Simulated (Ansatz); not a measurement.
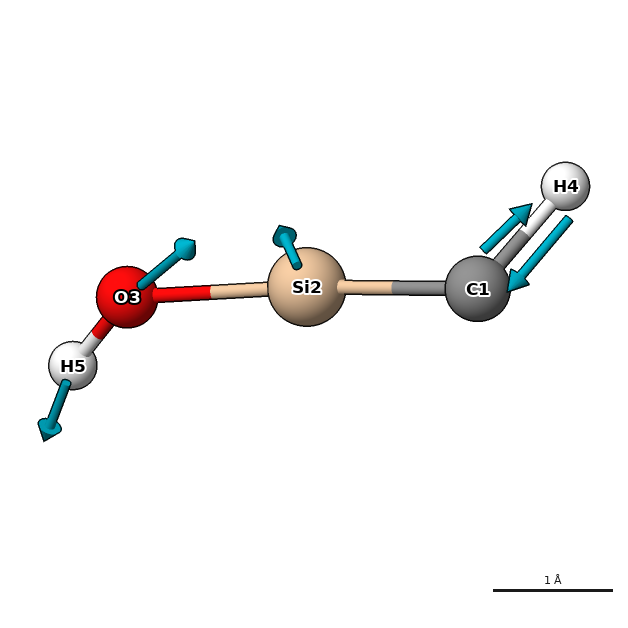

Arrows show the forces on the atoms, 0.4 Å of arrow for 1 eV/Å; forces under a tenth of the largest aren't drawn. Level of theory: r2SCAN-D4/def2-TZVPP (Ansatz 0.2.0).

On which atom is the force largest, and how large is it?

Answer. On O3: 2.38 eV/Å.

List the force components in the frame of the picture (x right, y up, z towards the viewer), in eV/Å.

```tsv
atom	Fx	Fy	Fz
C1	1.06	1.02	−0.09
Si2	−0.39	0.87	−1.15
O3	1.15	0.96	1.84
H4	−1.34	−1.58	0.42
H5	−0.48	−1.27	−1.02
```
